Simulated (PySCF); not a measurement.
**PO2 (phosphorus dioxide): levels of theory compared**

We compute a comparison of 6 runs (UMP2/def2-SVP, UMP2/ma-def2-SVP, UMP2/def2-SVPD, UMP2/ma-def2-TZVP, UMP2/def2-TZVPD, UMP2/def2-QZVPP) of PO2 (phosphorus dioxide). Input form: a Python script.

The calculation is run with PySCF 2.14.0.

2 further runs of the same task are left out: 2 set aside as unsound or not needed.

### 1 The structure to begin with

PO2: 3 atoms, total charge 0, spin state doublet. SMILES: `[O]P=O`. The coordinates come from a GFN2-xTB relaxation.

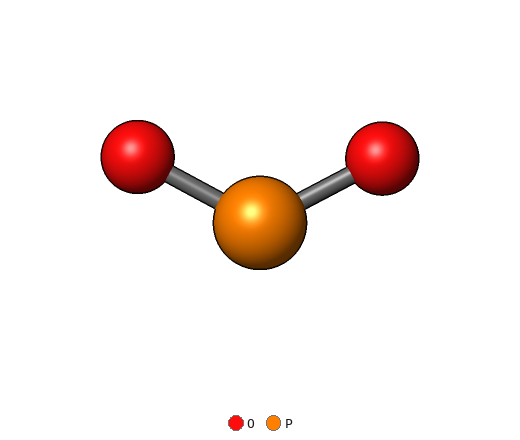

Viewed from a chosen angle; oxygen red, phosphorus orange.

### 2 The energy at UMP2/def2-SVP (run 1)

input.py

```python
from pyscf import gto, mp

mol = gto.Mole()
mol.atom = [
    ('O', (0.331710, 1.226310, 0.317670)),
    ('P', (-0.403940, 0.077030, -0.212130)),
    ('O', (0.072230, -1.303340, -0.105540)),
]
mol.spin = 1
mol.verbose = 3
mol.basis = 'def2-svp'
mol.max_memory = 1860
mol.build()

mf = mol.UHF()
mf.conv_tol = 1e-10
mf.kernel()
if not mf.converged:
    mf = mf.newton().run(mf.mo_coeff, mf.mo_occ)

pt = mp.MP2(mf, frozen=7).run()
e_tot = pt.e_tot
print('Final energy', e_tot)
```

Run with:

```bash
OMP_NUM_THREADS=1 python input.py
```

Output:

```text
converged SCF energy = -490.188072231638  <S^2> = 0.77890889  2S+1 = 2.0287029
E(UMP2) = -490.665661371898  E_corr = -0.477589140259817
E(SCS-UMP2) = -490.644865584179  E_corr = -0.456793352541349
Final energy -490.66566137189756
```

It took 0.86 s on 1 thread of Arm Neoverse V2, shared host; peak memory 0.12 GiB.

### 3 The energy at UMP2/ma-def2-SVP (run 2)

calc.py

```python
# phosphorus dioxide
from pyscf import gto, scf, mp

system = gto.M(
    atom='''
O    0.331710   1.226310   0.317670
P   -0.403940   0.077030  -0.212130
O    0.072230  -1.303340  -0.105540
''',
    verbose=4,
    max_memory=1860,
    basis='ma-def2-svp',
    spin=1,
)

mf = scf.UHF(system)
mf.conv_tol = 1e-10
mf.kernel()
if not mf.converged:
    mf = mf.newton().run(mf.mo_coeff, mf.mo_occ)

pt = mp.MP2(mf, frozen=7).run()
energy = pt.e_tot
print('E(%s) = %.9f' % ('MP2', energy))
```

Run with:

```bash
OMP_NUM_THREADS=1 python calc.py
```

Output:

```text
PySCF version 2.14.0

[INPUT] num. atoms = 3
[INPUT] num. electrons = 31
[INPUT] charge = 0
[INPUT] spin (= nelec alpha-beta = 2S) = 1
[INPUT] symmetry False subgroup None
[INPUT] Mole.unit = angstrom
[INPUT] Symbol           X                Y                Z      unit          X                Y                Z       unit  Magmom
[INPUT]  1 O      0.331710000000   1.226310000000   0.317670000000 AA    0.626841052779   2.317390043815   0.600309297991 Bohr   0.0
[INPUT]  2 P     -0.403940000000   0.077030000000  -0.212130000000 AA   -0.763335970757   0.145565603375  -0.400867602804 Bohr   0.0
[INPUT]  3 O      0.072230000000  -1.303340000000  -0.105540000000 AA    0.136494917977  -2.462955647191  -0.199441695187 Bohr   0.0

nuclear repulsion = 99.8915577987568
number of shells = 26
number of NR pGTOs = 96
number of NR cGTOs = 58
basis = ma-def2-svp
ecp = {}

[... 105 lines left out ...]
converged SCF energy = -490.19914952837  <S^2> = 0.77815035  2S+1 = 2.027955
[... 1 line left out ...]
******** <class 'pyscf.mp.ump2.UMP2'> ********
nocc = (np.int64(9), np.int64(8)), nmo = (51, 51)
frozen orbitals 7
E(UMP2) = -490.685829367493  E_corr = -0.486679839122202
E(SCS-UMP2) = -490.66461984729  E_corr = -0.465470318919416
E_corr(same-spin) = -0.136783255416031
E_corr(oppo-spin) = -0.349896583706171
E(MP2) = -490.685829367
```

Wall time 1.1 s (1 thread of Arm Neoverse V2, shared host); peak memory 0.13 GiB.

Run 3 isn't shown in full; the table further down has it.

### 4 The energy at UMP2/ma-def2-TZVP (run 4)

input.xyz

```xyz
3
O2P
O      0.331710     1.226310     0.317670
P     -0.403940     0.077030    -0.212130
O      0.072230    -1.303340    -0.105540
```

run.py

```python
from pyscf import gto, mp

mol = gto.M(
    atom='input.xyz',
    spin=1,
    basis='ma-def2-tzvp',
    charge=0,
    verbose=4,
    max_memory=1860,
)

hf = mol.UHF()
hf.conv_tol = 1e-10
hf.kernel()
if not hf.converged:
    hf = hf.newton().run(hf.mo_coeff, hf.mo_occ)

pt = mp.MP2(hf, frozen=7).run()
etot = pt.e_tot
print(f'total energy: {etot:.8f} hartree')
```

Run with:

```bash
OMP_NUM_THREADS=1 python run.py
```

Output:

```text
PySCF version 2.14.0

[INPUT] num. atoms = 3
[INPUT] num. electrons = 31
[INPUT] charge = 0
[INPUT] spin (= nelec alpha-beta = 2S) = 1
[INPUT] symmetry False subgroup None
[INPUT] Mole.unit = angstrom
[INPUT] Symbol           X                Y                Z      unit          X                Y                Z       unit  Magmom
[INPUT]  1 O      0.331710000000   1.226310000000   0.317670000000 AA    0.626841052779   2.317390043815   0.600309297991 Bohr   0.0
[INPUT]  2 P     -0.403940000000   0.077030000000  -0.212130000000 AA   -0.763335970757   0.145565603375  -0.400867602804 Bohr   0.0
[INPUT]  3 O      0.072230000000  -1.303340000000  -0.105540000000 AA    0.136494917977  -2.462955647191  -0.199441695187 Bohr   0.0

nuclear repulsion = 99.8915577987568
number of shells = 41
number of NR pGTOs = 167
number of NR cGTOs = 111
basis = ma-def2-tzvp
ecp = {}

[... 109 lines left out ...]
converged SCF energy = -490.531890554344  <S^2> = 0.78119826  2S+1 = 2.0309587
[... 1 line left out ...]
******** <class 'pyscf.mp.ump2.UMP2'> ********
nocc = (np.int64(9), np.int64(8)), nmo = (104, 104)
frozen orbitals 7
E(UMP2) = -491.132151518232  E_corr = -0.6002609638877
E(SCS-UMP2) = -491.112242526502  E_corr = -0.580351972157421
E_corr(same-spin) = -0.1614936744321
E_corr(oppo-spin) = -0.4387672894556
total energy: -491.13215152 hartree
```

It took 6.6 s on 1 thread of Arm Neoverse V2, shared host; peak memory 0.32 GiB.

Run 5 isn't shown in full; the table further down has it.

### 5 A single-point energy at UMP2/def2-QZVPP (run 6)

start.xyz

```xyz
3
O2P
O      0.331710     1.226310     0.317670
P     -0.403940     0.077030    -0.212130
O      0.072230    -1.303340    -0.105540
```

job.py

```python
# phosphorus dioxide
from pyscf import gto, scf, mp

system = gto.Mole()
system.atom = 'start.xyz'
system.spin = 1
system.basis = 'def2-qzvpp'
system.verbose = 3
system.max_memory = 1860
system.build()

mf = scf.UHF(system)
mf.conv_tol = 1e-10
mf.kernel()
if not mf.converged:
    mf = mf.newton().run(mf.mo_coeff, mf.mo_occ)

pt = mp.MP2(mf, frozen=7).run()
etot = pt.e_tot
print('Final energy', etot)
```

Run with:

```bash
OMP_NUM_THREADS=1 python job.py
```

Output:

```text
converged SCF energy = -490.549512212314  <S^2> = 0.78158123  2S+1 = 2.0313357
E(UMP2) = -491.199051374518  E_corr = -0.649539162203985
E(SCS-UMP2) = -491.182281095084  E_corr = -0.632768882770336
Final energy -491.1990513745181
```

Run time: 71 s. Hardware: 1 thread of Arm Neoverse V2, shared host; peak memory 2.3 GiB.

### 6 The series

```csv
run,level,energy (Eh),dipole moment (D) of the reference,HOMO energy (eV),LUMO energy (eV),wall time
1,UMP2/def2-SVP,-490.665661,2.69,-13.04,-1.26,0.86 s
2,UMP2/ma-def2-SVP,-490.685829,2.79,-13.43,-1.80,1.1 s
3,UMP2/def2-SVPD,-490.710446,2.62,-13.44,-1.68,1.6 s
4,UMP2/ma-def2-TZVP,-491.132152,2.59,-13.37,-1.65,6.6 s
5,UMP2/def2-TZVPD,-491.135338,2.56,-13.37,-1.64,9.3 s
6,UMP2/def2-QZVPP,-491.199051,2.57,-13.36,-1.54,71 s
```

Convergence of the dipole moment (Hartree–Fock density) of doublet PO2 with the basis set, against the last point:

| basis set | from the last (D) | wall time |
| --- | --- | --- |
| def2-SVP | +0.1180 | 0.86 s |
| ma-def2-SVP | +0.2207 | 1.1 s |
| def2-SVPD | +0.0532 | 1.6 s |
| ma-def2-TZVP | +0.0165 | 6.6 s |
| def2-TZVPD | -0.0119 | 9.3 s |
| def2-QZVPP | +0.0000 | 71 s |

Convergence of the HOMO energy (Hartree–Fock orbitals) (highest over α and β) of doublet PO2 with the basis set, against the last point:

```csv
basis set,from the last (eV),wall time
def2-SVP,+0.3176,0.86 s
ma-def2-SVP,-0.0685,1.1 s
def2-SVPD,-0.0813,1.6 s
ma-def2-TZVP,-0.0070,6.6 s
def2-TZVPD,-0.0102,9.3 s
def2-QZVPP,+0.0000,71 s
```

### 7 Summary of results

```
                                                         quantity          value
                                              run 6: total energy  -491.19905 Eh
                      run 6: dipole moment (Hartree–Fock density)         2.57 D
run 6: HOMO energy (Hartree–Fock orbitals) (highest over α and β)      -13.36 eV
 run 6: LUMO energy (Hartree–Fock orbitals) (lowest over α and β)       -1.54 eV
               run 6: correlation energy (7 core orbitals frozen)     -649.5 mEh
                         run 6: ⟨S²⟩ of the reference determinant          0.782
```

For the dipole moment (Hartree–Fock density) of doublet PO2 to stay within 0.1 D of the last point, def2-SVPD is the first point of the series from which all later ones do (1.6 s against 71 s). For the dipole moment (Hartree–Fock density) of doublet PO2 to stay within 0.02 D of the last point, ma-def2-TZVP is the first point of the series from which all later ones do (6.6 s against 71 s). For the HOMO energy (Hartree–Fock orbitals) (highest over α and β) of doublet PO2 to stay within 0.1 eV of the last point, ma-def2-SVP is the first point of the series from which all later ones do (1.1 s against 71 s). For the HOMO energy (Hartree–Fock orbitals) (highest over α and β) of doublet PO2 to stay within 0.02 eV of the last point, ma-def2-TZVP is the first point of the series from which all later ones do (6.6 s against 71 s). Over the runs the total energy spans 14.514 eV. All runs together took 90 s, the longest 71 s.
